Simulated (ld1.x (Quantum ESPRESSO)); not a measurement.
# Run report: Gd, pseudopotential generation (part 2 of 2)

Continued. System: gadolinium (Gd, Z = 64), core [Kr] 4d10, reference valence 4f7 5s2 5p6 5d1 6s0 6p0 (an ion of charge +2), valence charge 18. Method: ultrasoft potential, PBE, fully relativistic, made with ld1.x (Quantum ESPRESSO) 7.5.

Output of the test run (extracts), continued:
```
     ---------------------- Testing the pseudopotential ----------------------

     Gd
     dirac relativistic calculation

     atomic number is 64.00   valence charge is 18.00
     dft =PBE   lsd =0 sic =0 latt =0  beta=0.20 tr2=1.0E-14
     mesh =1263 r(mesh) = 101.10069 xmin = -7.00 dx = 0.01250

     n l  j  nl             e AE (Ry)       e PS (Ry)    De AE-PS (Ry)
     4 3 2.5 4F   1( 3.00)       -0.66913       -0.64310       -0.02603  !
     4 3 3.5 4F   1( 4.00)       -0.61360       -0.58803       -0.02557  !
     1 0 0.5 5S   1( 2.00)       -3.64966       -3.62857       -0.02109  !
     2 1 0.5 5P   1( 2.00)       -2.22855       -2.20913       -0.01943  !
     2 1 1.5 5P   1( 4.00)       -1.90899       -1.89053       -0.01846  !
     3 2 1.5 5D   1( 0.40)       -0.19806       -0.18098       -0.01708  !
     3 2 2.5 5D   1( 0.60)       -0.17842       -0.16200       -0.01641  !
     2 0 0.5 6S   1( 2.00)       -0.30325       -0.29924       -0.00402
     3 1 0.5 6P   1( 0.00)       -0.11057       -0.10909       -0.00148
     3 1 1.5 6P   1( 0.00)       -0.09303       -0.09216       -0.00087

     eps = 7.0E-15  iter = 12

     Etot =  -22560.198753 Ry,  -11280.099376 Ha, -306947.141025 eV
     Etotps =  -224.020399 Ry,    -112.010199 Ha,   -3047.952799 eV
     dEtot_ae =      -1.377712 Ry
     dEtot_ps =      -1.371116 Ry,   Delta E=      -0.006596 Ry

     Ekin =     164.585922 Ry,      82.292961 Ha,    2239.305553 eV
     Encl =    -724.253875 Ry,    -362.126938 Ha,   -9853.975972 eV
     Ehrt =     206.945594 Ry,     103.472797 Ha,    2815.638249 eV
     Ecxc =     -23.839855 Ry,     -11.919927 Ha,    -324.357747 eV
     Epseu=     152.541815 Ry,      76.270907 Ha,    2075.437118 eV

     ---------------------- End of pseudopotential test ----------------------

     ---------------------- Testing the pseudopotential ----------------------

     Gd
     dirac relativistic calculation

     atomic number is 64.00   valence charge is 18.00
     dft =PBE   lsd =0 sic =0 latt =0  beta=0.20 tr2=1.0E-14
     mesh =1263 r(mesh) = 101.10069 xmin = -7.00 dx = 0.01250

     n l  j  nl             e AE (Ry)       e PS (Ry)    De AE-PS (Ry)
     4 3 2.5 4F   1( 3.00)       -1.13435       -1.11756       -0.01679  !
     4 3 3.5 4F   1( 4.00)       -1.07878       -1.06240       -0.01638  !
     1 0 0.5 5S   1( 2.00)       -4.11530       -4.10161       -0.01369  !
     2 1 0.5 5P   1( 2.00)       -2.69390       -2.68116       -0.01274  !
     2 1 1.5 5P   1( 4.00)       -2.37389       -2.36171       -0.01218  !
     3 2 1.5 5D   1( 0.40)       -0.63121       -0.62102       -0.01019  !
     3 2 2.5 5D   1( 0.60)       -0.60823       -0.59842       -0.00981  !
     2 0 0.5 6S   1( 1.00)       -0.68157       -0.67755       -0.00402
     3 1 0.5 6P   1( 0.00)       -0.44187       -0.43923       -0.00265
     3 1 1.5 6P   1( 0.00)       -0.41294       -0.41070       -0.00223

     eps = 7.4E-15  iter = 13

     Etot =  -22559.710299 Ry,  -11279.855150 Ha, -306940.495273 eV
     Etotps =  -223.536350 Ry,    -111.768175 Ha,   -3041.366985 eV
     dEtot_ae =      -0.889258 Ry
     dEtot_ps =      -0.887067 Ry,   Delta E=      -0.002191 Ry

     Ekin =     164.137077 Ry,      82.068539 Ha,    2233.198704 eV
     Encl =    -715.659733 Ry,    -357.829866 Ha,   -9737.046704 eV
     Ehrt =     198.752912 Ry,      99.376456 Ha,    2704.171126 eV
     Ecxc =     -23.533131 Ry,     -11.766565 Ha,    -320.184557 eV
     Epseu=     152.766524 Ry,      76.383262 Ha,    2078.494447 eV

     ---------------------- End of pseudopotential test ----------------------

     ---------------------- Testing the pseudopotential ----------------------

     Gd
     dirac relativistic calculation

     atomic number is 64.00   valence charge is 18.00
     dft =PBE   lsd =0 sic =0 latt =0  beta=0.20 tr2=1.0E-14
     mesh =1263 r(mesh) = 101.10069 xmin = -7.00 dx = 0.01250

     n l  j  nl             e AE (Ry)       e PS (Ry)    De AE-PS (Ry)
     4 3 2.5 4F   1( 3.00)       -2.50524       -2.50804        0.00279
     4 3 3.5 4F   1( 4.00)       -2.44920       -2.45235        0.00315
     1 0 0.5 5S   1( 2.00)       -5.48120       -5.48380        0.00260
     2 1 0.5 5P   1( 2.00)       -4.04183       -4.04389        0.00206
     2 1 1.5 5P   1( 4.00)       -3.71006       -3.71185        0.00179
     3 2 1.5 5D   1( 0.00)       -1.83243       -1.83243        0.00000
     3 2 2.5 5D   1( 0.00)       -1.80001       -1.80001        0.00000
     2 0 0.5 6S   1( 0.00)       -1.65507       -1.65531        0.00024
     3 1 0.5 6P   1( 0.00)       -1.30220       -1.30076       -0.00144
     3 1 1.5 6P   1( 0.00)       -1.24215       -1.24144       -0.00071

     eps = 2.6E-15  iter = 13

     Etot =  -22557.364005 Ry,  -11278.682003 Ha, -306908.572321 eV
     Etotps =  -221.191825 Ry,    -110.595912 Ha,   -3009.468090 eV
     dEtot_ae =       1.457036 Ry
     dEtot_ps =       1.457458 Ry,   Delta E=      -0.000423 Ry

     Ekin =     164.437395 Ry,      82.218697 Ha,    2237.284734 eV
     Encl =    -690.861999 Ry,    -345.430999 Ha,   -9399.656343 eV
     Ehrt =     176.771962 Ry,      88.385981 Ha,    2405.105064 eV
     Ecxc =     -22.535071 Ry,     -11.267536 Ha,    -306.605265 eV
     Epseu=     150.995888 Ry,      75.497944 Ha,    2054.403719 eV

     ---------------------- End of pseudopotential test ----------------------
```

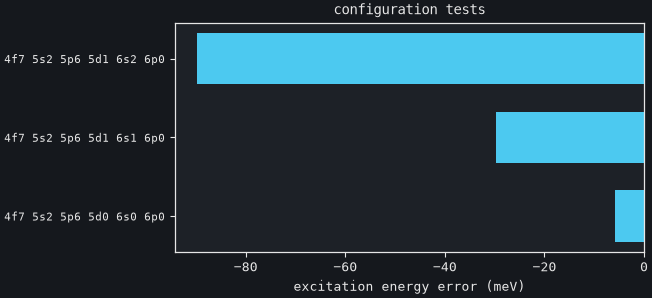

*Errors, all-electron minus pseudo, of the energies of valence configurations relative to the unpolarised reference 4f7 5s2 5p6 5d1 6s0 6p0. Not all tests gave a result: test run stopped at test 4 of 7 (negative rho).*

- Worst configuration: 4f7 5s2 5p6 5d1 6s2 6p0 (neutral): the error is -90 meV on an all-electron energy of -18.74 eV relative to the reference, or 0.48 %.
- Errors in meV: 4f7 5s2 5p6 5d1 6s2 6p0: -90; 4f7 5s2 5p6 5d1 6s1 6p0: -30; 4f7 5s2 5p6 5d0 6s0 6p0: -5.8.
- Configurations within 10 meV and within 50 meV: 1 and 2 of 3. The potential isn't sound: its overlap operator has a negative eigenvalue, -7.4. The s, p1/2, p3/2, d3/2 and d5/2 channels couldn't be tested for ghost states or cutoffs, since the overlap operator isn't positive definite there.

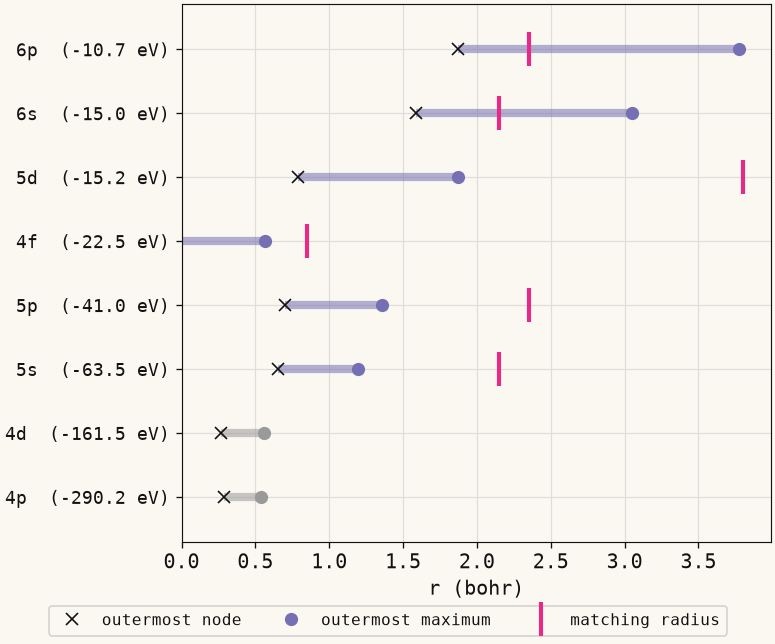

*Outer shells of the all-electron reference atom: each bar runs from the outermost node (or the nucleus) to the outermost maximum of u(r); the tick is the radius chosen for the pseudo-wave. Shells without a tick have no pseudo-wave of their own. Levels, nodes and maxima are from ld1.x, scalar-relativistic.*

- Radii against the shells: 5s: 2.15 bohr, outside the maximum; 5p: 2.35 bohr, outside the maximum; 4f: 0.85 bohr, outside the maximum; 5d: 3.80 bohr, outside the maximum; 6s: 2.15 bohr, between node and maximum; 6p: 2.35 bohr, between node and maximum.

Outcome of the run: generated, but the overlap operator is not positive, so unusable.
